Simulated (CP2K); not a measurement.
# GFN2-xTB run of SiNH4O (SMILES N[SiH]O)

Aim: the vertical ionisation energy of SiNH4O at GFN2-xTB, from 2 runs. 

Program for the calculation: CP2K 2026.2.

6 further runs of the same task are left out: 3 that didn't finish, 3 set aside as unsound or not needed. Runs told in other sessions of the task aren't counted.

### 1 The molecule

The species is SiNH4O (7 atoms), meant as a doublet with charge 0. As SMILES, `N[SiH]O`. The coordinates come from a PBE0-D4/def2-TZVP relaxation. This is one conformer, not always the lowest.

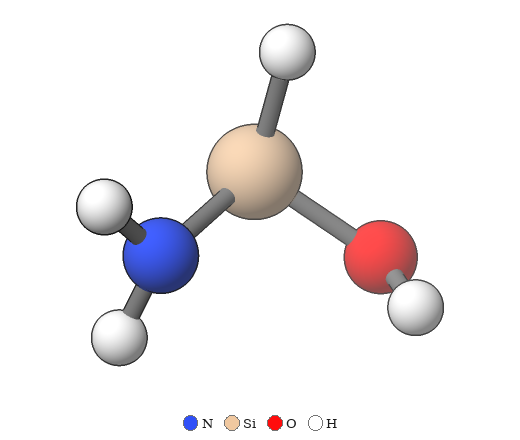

The structure, seen from a chosen angle (nitrogen blue, silicon light orange, oxygen red, hydrogen white).

### 2 A single-point energy at GFN2-xTB

molecule.inp

```
&GLOBAL
 PROJECT_NAME molecule
 RUN_TYPE ENERGY
 PRINT_LEVEL MEDIUM
&END

&FORCE_EVAL
 METHOD QS
 &DFT
  CHARGE 0
  MULTIPLICITY 2
  SPIN_POLARIZED T
  &QS
   METHOD XTB
   EPS_DEFAULT 1.0E-10
   &XTB
    GFN_TYPE TBLITE
    &TBLITE
     METHOD GFN2
    &END
    CHECK_ATOMIC_CHARGES F
   &END
  &END
  &POISSON
   PERIODIC NONE
   POISSON_SOLVER ANALYTIC
  &END
  # self-consistent field
  &SCF
   SCF_GUESS ATOMIC
   EPS_SCF 1.0E-06
   MAX_SCF 150
   ADDED_MOS 8
   &DIAGONALIZATION
    ALGORITHM STANDARD
   &END
   &MIXING
    METHOD DIRECT_P_MIXING
    ALPHA 0.4
   &END
   &SMEAR ON
    METHOD FERMI_DIRAC
    ELECTRONIC_TEMPERATURE [K] 300
    FIXED_MAGNETIC_MOMENT 1.0
   &END
  &END
  &PRINT
   &MOMENTS
    PERIODIC F
    REFERENCE COM
    MAX_MOMENT 1
   &END
   &MO ON
    ENERGIES T
    OCCUPATION_NUMBERS T
    NDIGITS 6
    &EACH
     QS_SCF 0
    &END
    ADD_LAST NUMERIC
   &END
   &HIRSHFELD OFF
   &END
  &END
 &END
 &SUBSYS
  &CELL
   ABC [angstrom] 15.3 14.5 15
   PERIODIC NONE
  &END
  &COORD
   N      6.986550     7.855450     6.739850
   Si     7.974550     7.466150     8.096350
   O      9.304350     6.634750     7.585350
   H      7.325550     8.475250     6.020250
   H      5.995650     7.980350     6.882150
   H      7.082350     6.645250     8.979750
   H      9.162350     6.024750     6.856050
  &END
 &END
&END
```

Started as:

```sh
$ OMP_NUM_THREADS=1 cp2k.psmp -i molecule.inp > molecule.out 2>&1
```

Standard output (excerpt; [...] marks lines left out):

```text
CP2K| version string:                                       CP2K version 2026.2
[...]
 GLOBAL| Method name                                                        CP2K
[...]
 GLOBAL| Run type                                                         ENERGY
[...]
                             - Atoms:                                          7
[...]
                             - Spherical basis functions:                     21
[...]
 Number of electrons:                                                         10
[...]
  *** SCF run converged in    17 steps ***
[...]
  Fermi energy:                                                -0.23238107139589
[...]
 TB_DIPOLE| Moment [Debye]         -0.90232246       0.56915047      -0.38231022
 TB_DIPOLE| Derivative [a.u.]       0.00000000       0.00000000       0.00000000
[...]
 ENERGY| Total FORCE_EVAL ( QS ) energy [hartree]            -10.753383867564052
[...]
```

Wall time 0.28 s (1 thread of Arm Neoverse V2, shared host).

### 3 The singlet cation

job.inp

```
&GLOBAL
    PROJECT_NAME job
    RUN_TYPE ENERGY
    PRINT_LEVEL MEDIUM
&END

&FORCE_EVAL
    METHOD QS
    &DFT
        CHARGE 1
        &QS
            METHOD XTB
            EPS_DEFAULT 1.0E-10
            &XTB
                GFN_TYPE TBLITE
                &TBLITE
                    METHOD GFN2
                &END
                CHECK_ATOMIC_CHARGES F
            &END
        &END
        &POISSON
            PERIODIC NONE
            POISSON_SOLVER ANALYTIC
        &END
        &SCF
            SCF_GUESS ATOMIC
            EPS_SCF 1.0E-06
            MAX_SCF 150
            ADDED_MOS 8
            &DIAGONALIZATION
                ALGORITHM STANDARD
            &END
            &MIXING
                METHOD DIRECT_P_MIXING
                ALPHA 0.4
            &END
        &END
        ! extra output
        &PRINT
            &MOMENTS
                PERIODIC F
                REFERENCE COM
                MAX_MOMENT 1
            &END
            &MO ON
                ENERGIES T
                OCCUPATION_NUMBERS T
                NDIGITS 6
                &EACH
                    QS_SCF 0
                &END
                ADD_LAST NUMERIC
            &END
            &HIRSHFELD OFF
            &END
        &END
    &END
    ! atoms, cell and kinds
    &SUBSYS
        ! vacuum box
        &CELL
            ABC 15.3 14.5 15
            PERIODIC NONE
        &END
        &COORD
            N      6.986550     7.855450     6.739850
            Si     7.974550     7.466150     8.096350
            O      9.304350     6.634750     7.585350
            H      7.325550     8.475250     6.020250
            H      5.995650     7.980350     6.882150
            H      7.082350     6.645250     8.979750
            H      9.162350     6.024750     6.856050
        &END
    &END
&END
```

Started as:

```sh
$ OMP_NUM_THREADS=1 cp2k.psmp -i job.inp -o job.out
```

Standard output (excerpt; [...] marks lines left out):

```text
CP2K| version string:                                       CP2K version 2026.2
[...]
 GLOBAL| Method name                                                        CP2K
[...]
 GLOBAL| Run type                                                         ENERGY
[...]
                             - Atoms:                                          7
[...]
                             - Spherical basis functions:                     21
[...]
 Number of electrons:                                                         18
[...]
  *** SCF run converged in    23 steps ***
[...]
  Fermi energy:                                                -0.55831338561726
[...]
 TB_DIPOLE| Moment [Debye]         -2.52610338       0.12834013      -0.49767640
 TB_DIPOLE| Derivative [a.u.]       0.00000000       0.00000000       0.00000000
[...]
 ENERGY| Total FORCE_EVAL ( QS ) energy [hartree]            -10.351756230758031
[...]
```

It took 0.26 s on 1 thread of Arm Neoverse V2, shared host.

### 4 What came out

At GFN2-xTB:

| quantity | value |
| --- | --- |
| doublet SiNH4O: total energy | -10.75338 Eh |
| doublet SiNH4O: dipole moment (from atomic charges alone) | 1.13 D |
| doublet SiNH4O: HOMO energy (highest over α and β) | -7.60 eV |
| doublet SiNH4O: LUMO energy (lowest over α and β) | -7.04 eV |
| doublet SiNH4O: dispersion energy | -7.67 kJ/mol |
| singlet cation: total energy | -10.35176 Eh |
| singlet cation: HOMO energy | -17.48 eV |
| singlet cation: LUMO energy | -14.30 eV |
| singlet cation: HOMO–LUMO gap | 3.18 eV |
| singlet cation: dispersion energy | -5.89 kJ/mol |
| vertical ionisation energy (to the singlet cation) | 10.929 eV |

The vertical ionisation energy comes to 10.93 eV (1054 kJ/mol). Only the singlet of the ionised species was computed; a triplet could lie lower. No empirical shift is applied, and without it xTB methods put this difference several eV too high. The dipole (doublet SiNH4O) comes from point charges on the atoms alone, without atomic dipoles, so it is partial.
